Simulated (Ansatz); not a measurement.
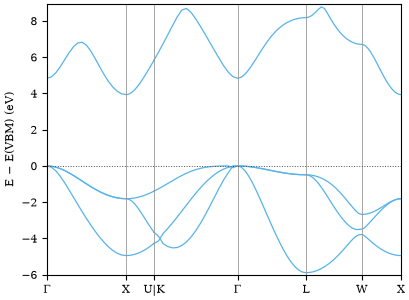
Figure. Band structure from plane-wave PAW r²SCAN (Ansatz code)

Task: Read off the gap and where the band edges lie.

Result: About 3.9 eV (3.93 eV by a search for the band edges); maximum at Γ, minimum at X.

Task: Which compound is it?
A) BN, zinc blende
B) GaN, zinc blende
C) MgO, rock salt
D) AlN, zinc blende

Result: D, AlN, zinc blende

Space group F-43m (zinc blende). Symmetry was held in the r²SCAN relaxation; phonons on a q-mesh show no instability.

Potentials: the earlier of the program's two PAW sets.
